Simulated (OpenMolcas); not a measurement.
# One shape, several levels: triplet GeSiH6O

We compute a comparison of 6 runs (UHF/def2-SVP, UB3LYP/6-31G*, UB3LYP/def2-SVP, UBLYP/def2-SVP, UM06-2X/def2-SVP, USVWN5/def2-SVP) of triplet GeSiH6O. 

The results are computed with OpenMolcas 26.06.

### Step 1. Starting point

The species is GeSiH6O (9 atoms), meant as a triplet with charge 0. As SMILES of the parent species, `[SiH3][O][GeH3]`. The shape is that of a PBE0-D4/def2-TZVP optimisation. That shape belongs to the parent species and isn't relaxed for this state.

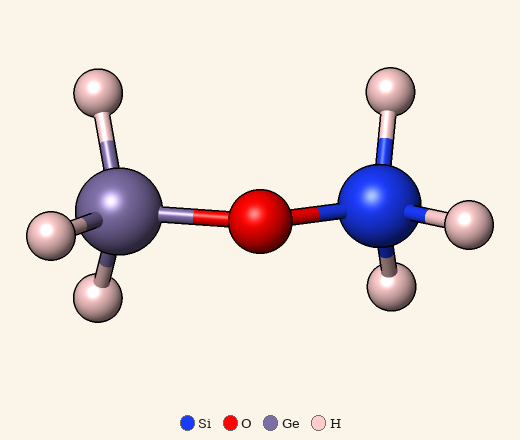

Viewed from a chosen angle; silicon blue, oxygen red, germanium purple, hydrogen pink.

### Step 2. A single-point energy at UHF/def2-SVP (run 1)

calc.input reads:

```
&GATEWAY
BasLib=$CurrDir
BasisSet
Si.def2-SVP....
Si1 -0.686600 1.033100 -0.921400 angstrom
End of Basis
BasisSet
O.def2-SVP....
O2 0.592700 0.201900 -0.339400 angstrom
End of Basis
BasisSet
Ge.def2-SVP....
Ge3 0.809800 -1.049500 0.901700 angstrom
End of Basis
BasisSet
H.def2-SVP....
H4 -1.697500 0.113200 -1.514500 angstrom
H5 -0.195800 1.964800 -1.966700 angstrom
H6 -1.355600 1.810800 0.159300 angstrom
H7 2.310800 -1.355600 0.917000 angstrom
H8 -0.018800 -2.280500 0.498400 angstrom
H9 0.329300 -0.484400 2.248700 angstrom
End of Basis
&SEWARD
&SCF
UHF
Spin=3
Thresholds=1e-10 1e-07 1e-07 1e-05
PrOrbitals=1
```

The basis set def2-SVP is read from a file made from the Basis Set Exchange's data (not shown).

Run with:

```bash
$ export MOLCAS_MEM=1860
$ pymolcas calc.input > calc.log
```

The program printed:

```text
--- Start Module: gateway ---
[...]
--- Stop Module: gateway /rc=_RC_ALL_IS_WELL_ ---
--- Start Module: seward ---
[...]
      Basis functions           94
--- Stop Module: seward /rc=_RC_ALL_IS_WELL_ ---
[...]
--- Start Module: scf ---
[...]
       Convergence after  36 Iterations
[...]
::    Total SCF energy                              -2442.0281994265
[...]
      Total spin, S                                     1.0040419526
[...]
      Total electronic charge=   60.000000
      Total            charge=   -0.000000
[...]
      Dipole Moment (debye):
      Origin of the operator (angstrom)=    0.3994   -0.3686    0.2888
                   X= -5.9787E-01               Y=  1.2867E+00               Z= -1.2016E+00           Total=  1.8592E+00
      Quadrupole Moment (debye*angstrom):
[...]
--- Stop Module: scf /rc=_RC_ALL_IS_WELL_ ---
[...]
```

It took 26 s on 1 thread of AMD EPYC 7R43 (Zen 3), shared host; peak memory 0.52 GiB.

### Step 3. A single-point energy at UB3LYP/6-31G(d) (Cartesian functions) (run 2)

test.inp reads:

```
&GATEWAY
  BasLib = $CurrDir
  Coord
  9
  angstrom
  Si      -0.686600       1.033100      -0.921400
  O        0.592700       0.201900      -0.339400
  Ge       0.809800      -1.049500       0.901700
  H       -1.697500       0.113200      -1.514500
  H       -0.195800       1.964800      -1.966700
  H       -1.355600       1.810800       0.159300
  H        2.310800      -1.355600       0.917000
  H       -0.018800      -2.280500       0.498400
  H        0.329300      -0.484400       2.248700
  Basis = 6-31Gs
  Group = NoSym

&SEWARD
  GridInput
  Grid=UltraFine
  End of Grid

&SCF
  UHF
  Spin = 3
  KSDFT = B3LYP
  Thresholds = 1e-10 1e-07 1e-07 1e-05
  PrOrbitals = 1 1
```

The basis set 6-31G* is read from a file made from the Basis Set Exchange's data (not shown).

Run with:

```bash
$ export MOLCAS_MEM=1860
$ pymolcas test.inp > test.log
```

The program printed:

```text
--- Start Module: gateway ---
[...]
--- Stop Module: gateway /rc=_RC_ALL_IS_WELL_ ---
--- Start Module: seward ---
[...]
      Basis functions           81
--- Stop Module: seward /rc=_RC_ALL_IS_WELL_ ---
[...]
--- Start Module: scf ---
[...]
       Convergence after  27 Iterations
[...]
::    Total KS-DFT energy                           -2444.8934569928
[...]
      Total spin, S                                     1.0020399289
[...]
      Total electronic charge=   60.000000
      Total            charge=   -0.000000
[...]
      Dipole Moment (debye):
      Origin of the operator (angstrom)=    0.3994   -0.3686    0.2888
                   X= -9.8344E-01               Y=  1.5635E-01               Z=  2.3726E-02           Total=  9.9607E-01
      Quadrupole Moment (debye*angstrom):
[...]
--- Stop Module: scf /rc=_RC_ALL_IS_WELL_ ---
[...]
```

Run time: 80 s. Hardware: 1 thread of AMD EPYC 7R43 (Zen 3), shared host; peak memory 0.45 GiB.

Runs 3 to 5 aren't shown in full; the table further down has their settings and results.

### Step 4. The energy at USVWN5/def2-SVP (run 6)

test.inp reads:

```
&GATEWAY
 BASLIB
 $CurrDir
 COORD
 9
 angstrom
 Si      -0.686600       1.033100      -0.921400
 O        0.592700       0.201900      -0.339400
 Ge       0.809800      -1.049500       0.901700
 H       -1.697500       0.113200      -1.514500
 H       -0.195800       1.964800      -1.966700
 H       -1.355600       1.810800       0.159300
 H        2.310800      -1.355600       0.917000
 H       -0.018800      -2.280500       0.498400
 H        0.329300      -0.484400       2.248700
 BASIS
 def2-SVP
 GROUP
 NoSym

&SEWARD
 GRIDINPUT
 Grid=UltraFine
 End of Grid

&SCF
 UHF
 SPIN
 3
 KSDFT
 SVWN5
 THRESHOLDS
 1e-10 1e-07 1e-07 1e-05
 PRORBITALS
 1 2
```

The basis set def2-SVP is read from a file made from the Basis Set Exchange's data (not shown).

Run with:

```bash
$ export MOLCAS_MEM=1860
$ pymolcas test.inp > test.log
```

The program printed:

```text
--- Start Module: gateway ---
[...]
--- Stop Module: gateway /rc=_RC_ALL_IS_WELL_ ---
--- Start Module: seward ---
[...]
      Basis functions           94
--- Stop Module: seward /rc=_RC_ALL_IS_WELL_ ---
[...]
--- Start Module: scf ---
[...]
       Convergence after  39 Iterations
[...]
::    Total KS-DFT energy                           -2439.8266188585
[...]
      Total spin, S                                     1.0006501310
[...]
      Total electronic charge=   60.000000
      Total            charge=   -0.000000
[...]
      Dipole Moment (debye):
      Origin of the operator (angstrom)=    0.3994   -0.3686    0.2888
                   X= -1.0429E+00               Y= -1.4927E-01               Z=  3.4413E-01           Total=  1.1083E+00
      Quadrupole Moment (debye*angstrom):
[...]
--- Stop Module: scf /rc=_RC_ALL_IS_WELL_ ---
[...]
```

Run time: 79 s. Hardware: 1 thread of AMD EPYC 7R43 (Zen 3), shared host; peak memory 0.52 GiB.

### Step 5. All runs side by side

| run | level | Cartesian functions | integration grid | energy (Eh) | dipole moment (D) | HOMO energy (eV) | ⟨S²⟩ | wall time |
| --- | --- | --- | --- | --- | --- | --- | --- | --- |
| 1 | UHF/def2-SVP | no | – | -2442.028199 | 1.86 | -3.47 | 2.012 | 26 s |
| 2 | UB3LYP/6-31G* (Cartesian functions) | yes | UltraFine | -2444.893457 | 1.00 | -2.10 | 2.006 | 80 s |
| 3 | UB3LYP/def2-SVP | no | UltraFine | -2444.779371 | 0.90 | -1.90 | 2.006 | 98 s |
| 4 | UBLYP/def2-SVP | no | UltraFine | -2444.741523 | 0.97 | -1.21 | 2.003 | 96 s |
| 5 | UM06-2X/def2-SVP | no | UltraFine | -2444.639253 | 1.00 | -2.91 | 2.009 | 2 min |
| 6 | USVWN5/def2-SVP | no | UltraFine | -2439.826619 | 1.11 | -1.59 | 2.002 | 79 s |

### Step 6. Summary of results

```
                                 quantity           value
                      run 6: total energy  -2439.82662 Eh
                     run 6: dipole moment          1.11 D
run 6: HOMO energy (highest over α and β)        -1.59 eV
                              run 6: ⟨S²⟩           2.002
```

The dipole moment (its size) runs from 0.90 D (UB3LYP/def2-SVP) to 1.86 D (UHF/def2-SVP). Totals of different functionals can't be ranked against each other. All runs together took 8.3 min, the longest 2 min.
